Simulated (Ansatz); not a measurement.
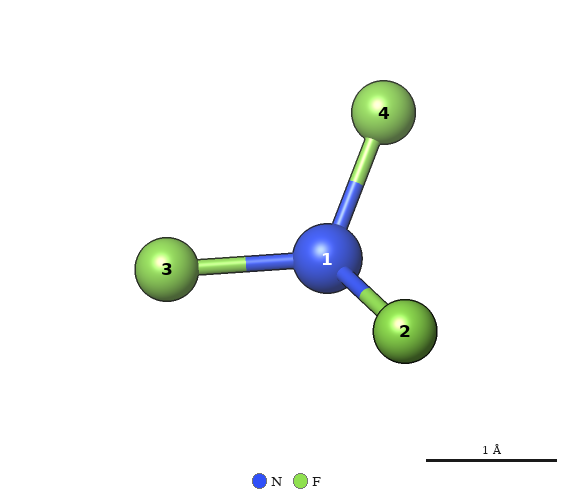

Source: calculation with Ansatz.

Orthographic view with a scale bar. The species has charge +1 and is a spin doublet. Geometry: a fixed input geometry, not necessarily a minimum.

Write Cartesian coordinates in Å in the frame of the picture: x to the right, y up, z towards the viewer, origin at the mean of the atomic positions.

```xyz
4
NF3
N    0.05  -0.12  -0.17
F    0.65  -0.68   0.76
F   -1.19  -0.20  -0.12
F    0.48   1.01  -0.47
```
